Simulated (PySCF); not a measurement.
# C3H9FSSi2: electronic excitations

Aim: predict the electronic excitations of C3H9FSSi2 (`FC/C=C\[SiH2]S[SiH3]`).

Programs: PySCF 2.14.0, with density-fitted response routines of our own. Each step states its level of theory. These are calculated values for one molecule in the gas phase, unless marked as measured. Atoms count from 0, in the outputs and in this text.

### Step 1. The molecule as given

16 atoms, charge 0, multiplicity 1; geometry from: GFN2-xTB.

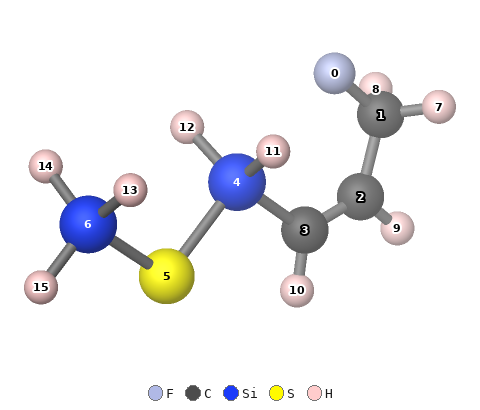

As it starts; fluorine light blue, carbon dark grey, silicon blue, sulfur yellow, hydrogen pink, atoms numbered.

### Step 2. Excited states and response: B3LYP/def2-SVPD

What the job is given:

```
{"job": {"kind": "uv", "xc": "B3LYP", "basis": "def2-SVPD", "nstates": 8, "ntriplets": 3}, "charge": 0, "multiplicity": 1}
F     -1.927344    -1.486861     0.659690
C     -2.909399    -0.577202     0.353227
C     -2.366839     0.719867    -0.147316
C     -1.087878     1.026340    -0.301998
Si     0.369959    -0.098714     0.069622
S      2.045299     1.168461    -0.454309
Si     3.733447    -0.070686    -0.050196
H     -3.494224    -0.425222     1.269676
H     -3.547971    -1.047438    -0.405619
H     -3.153870     1.426172    -0.385328
H     -0.846254     2.012263    -0.676648
H      0.508646    -0.431873     1.483515
H      0.438446    -1.275794    -0.790174
H      3.719473    -0.438622     1.360445
H      3.650266    -1.266748    -0.879694
H      4.860645     0.775002    -0.398208
```

With the program's defaults for keys left out, this is: TDDFT B3LYP/def2-SVPD, vertical, gas phase, core orbitals frozen in the response.

Command:

```sh
$ OMP_NUM_THREADS=1 python probes_run.py task.json out
```

This one command runs all jobs of the session in turn.

Standard output:

```text
coarse grid: 14800 points
cycle   1  E = -1196.1742656609  dE =  4.741e-01  |g| = 5.284e-01  |ddm| = 5.816e+00
cycle   2  E = -1196.1147950940  dE =  5.947e-02  |g| = 7.567e-01  |ddm| = 1.880e+00
cycle   3  E = -1196.2355500641  dE = -1.208e-01  |g| = 1.074e-01  |ddm| = 1.076e+00
cycle   4  E = -1196.2376721413  dE = -2.122e-03  |g| = 4.972e-02  |ddm| = 2.321e-01
cycle   5  E = -1196.2383256597  dE = -6.535e-04  |g| = 1.104e-02  |ddm| = 9.022e-02
cycle   6  E = -1196.2383503570  dE = -2.470e-05  |g| = 4.262e-03  |ddm| = 1.765e-02
cycle   7  E = -1196.2383546704  dE = -4.313e-06  |g| = 6.321e-04  |ddm| = 7.171e-03
final grid: 129176 points
cycle   8  E = -1196.3810054479  dE = -2.494e-05  |g| = 5.073e-03  |ddm| = 9.902e-02
cycle   9  E = -1196.3810003516  dE =  5.096e-06  |g| = 7.303e-03  |ddm| = 1.492e-02
cycle  10  E = -1196.3810112396  dE = -1.089e-05  |g| = 6.133e-04  |ddm| = 7.759e-03
cycle  11  E = -1196.3810113118  dE = -7.220e-08  |g| = 1.594e-04  |ddm| = 9.396e-04
cycle  12  E = -1196.3810113170  dE = -5.242e-09  |g| = 4.688e-05  |ddm| = 3.267e-04
cycle  13  E = -1196.3810113174  dE = -4.138e-10  |g| = 2.656e-05  |ddm| = 1.064e-04
converged SCF energy = -1196.3810113174

Static polarisability (au): isotropic 115.220, principal 86.072 101.902 157.685

Singlet excitations
state   eV       nm        f      main configurations
  1   5.1187    242.2   0.01954   H->L 0.99
  2   5.7219    216.7   0.01387   H->L+1 0.97
  3   5.9593    208.1   0.00006   H->L+2 0.75, H->L+3 0.18
  4   6.1784    200.7   0.00048   H->L+4 0.92
  5   6.3644    194.8   0.00044   H->L+3 0.80, H->L+2 0.15
  6   6.3849    194.2   0.00065   H-2->L 0.97
  7   6.7482    183.7   0.06787   H-3->L 0.76, H-1->L 0.13
  8   6.7521    183.6   0.42363   H-1->L 0.80, H-3->L 0.12

Triplet excitations (Tamm-Dancoff, eV): 4.2990 4.9866 5.4355
```

Run time: 80 s. Hardware: 1 thread of Arm Neoverse N1, shared host; peak memory 0.87 GiB.

Frontier orbitals and where they lie:

```
orbital     eV                        atoms
 HOMO−3  -8.87   C3 22 %, Si4 17 %, S5 16 %
 HOMO−2  -8.12  S5 60 %, Si4 12 %, Si6 10 %
 HOMO−1  -7.79     C3 35 %, C2 32 %, C1 8 %
   HOMO  -6.77   S5 71 %, Si6 10 %, Si4 9 %
   LUMO  -0.91   C2 32 %, C3 31 %, Si4 12 %
 LUMO+1  -0.05   Si6 32 %, S5 21 %, H15 9 %
 LUMO+2   0.09    S5 16 %, C1 14 %, C2 12 %
```

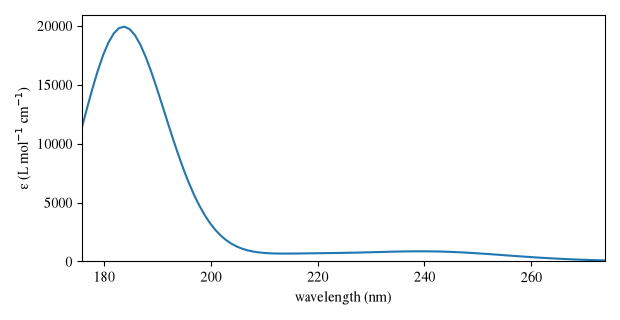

Absorption spectrum: each of the 8 states is a Gaussian band of 0.4 eV half-width at 1/e. Beyond the last state computed it falls off for lack of states.

Ground-state properties from the same run:

```
           property  computed
  dipole moment (D)      2.63
polarisability (Å³)     17.07
 HOMO–LUMO gap (eV)      5.86
      −ε(HOMO) (eV)      6.77
```

### Step 3. Results

```
                                quantity                        value
        lowest singlet (B3LYP/def2-SVPD)  5.12 eV (242 nm), f = 0.020
brightest single state of those computed  state 8, 6.75 eV, f = 0.424
                          lowest triplet                      4.30 eV
```

In words: The first singlet state (HOMO→LUMO 0.99) lies at 5.12 eV and is weak; of the 8 states computed, the strongest absorption comes from states 7 to 8 together at 6.75 eV (the last computed, so partners may be missing). The lowest triplet lies 0.82 eV below the lowest singlet (triplets in Tamm-Dancoff, singlets in full TDDFT).
